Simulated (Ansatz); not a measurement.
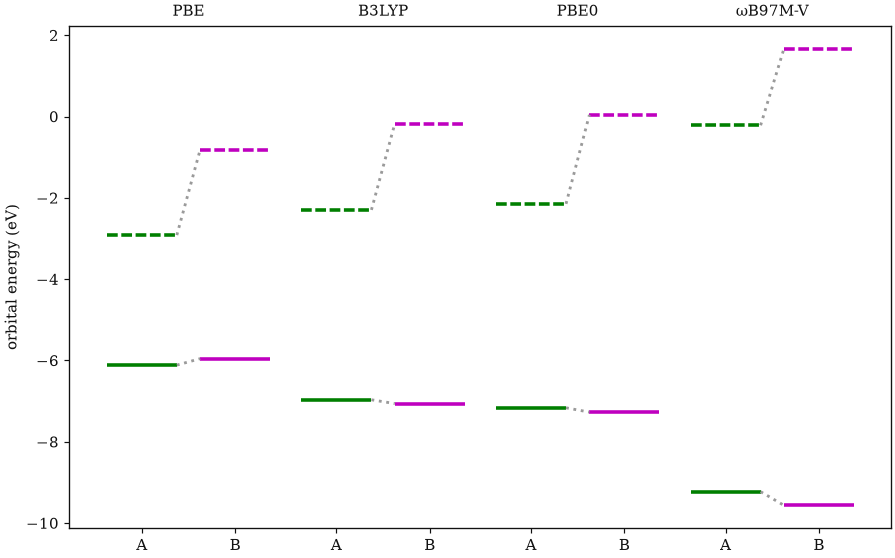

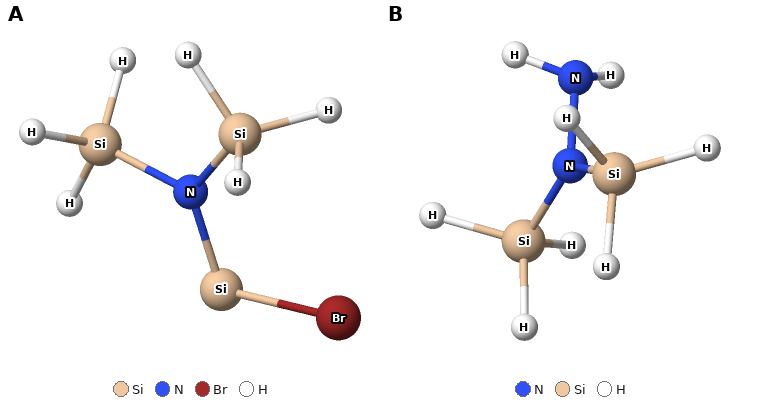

One change: A, Si₃NH₆Br (SMILES [SiH3]N([SiH3])[Si]Br), becomes B, Si₂N₂H₈ (SMILES NN([SiH3])[SiH3]). SiBr (bound through Si) on N is replaced by NH₂. HOMO (solid) and LUMO (dashed) computed in def2-TZVPP at PBE0-D4/def2-TZVP geometries, both minima by their frequencies, gas phase, the Ansatz code. Empty levels above zero depend strongly on the basis.

What does the change do to HOMO and LUMO?

PBE: the HOMO rises by 0.16 eV, the LUMO rises by 2.10 eV, and the separation goes from 3.20 to 5.14 eV. B3LYP: the HOMO falls by 0.09 eV, the LUMO rises by 2.12 eV, and the separation goes from 4.67 to 6.88 eV. PBE0: the HOMO falls by 0.11 eV, the LUMO rises by 2.19 eV, and the separation goes from 5.02 to 7.31 eV. ωB97M-V: the HOMO falls by 0.34 eV, the LUMO rises by 1.89 eV, and the separation goes from 9.01 to 11.24 eV.

Do the functionals agree on the effect?

Not on every direction; the HOMO shift lies between −0.34 and 0.16 eV and the LUMO shift between 1.89 and 2.19 eV, while the separations themselves differ by up to 6.1 eV between functionals.

Note: one conformer of each flexible molecule.
